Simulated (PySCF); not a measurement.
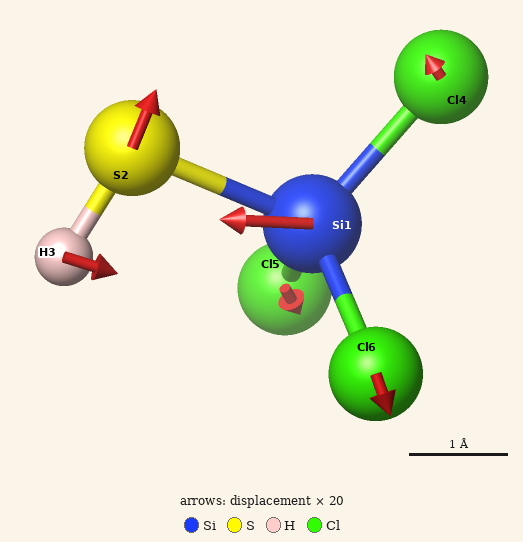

A relaxation of SiHSCl₃. The starting structure is drawn; red arrows show the displacements, 20 times their true length. The two geometries are superimposed by the best rigid fit.

Style: ball-and-stick. Shown at a tilt.

The start comes from GFN2-xTB.

Computed with PySCF, PBE0-D3(BJ)/def2-SVP geometry optimisation, gas phase. 

> Atoms of which element are displaced furthest, and by how much?

Silicon: up to 0.051 Å, against 0.033 Å for sulfur.

> What happened in the run?

The largest move after the best rigid fit is that of Si1, 0.051 Å. Largest moves by element: Si 0.051 Å, S 0.033 Å, H 0.030 Å, Cl 0.023 Å. Near-neighbour distances that change, for instance: Si1–S2 2.160 → 2.113 Å, Si1–Cl4 2.006 → 2.039 Å, Si1–Cl5 2.020 → 2.047 Å, S2–H3 1.327 → 1.353 Å. Among the angles between lasting bonds that change: Si1–S2–H3 96.3° → 93.6°, S2–Si1–Cl5 110.1° → 112.4°. After 3 geometry steps the energy has fallen by 0.064 eV. The largest force component goes from 1.4 to 0.0082 eV/Å.
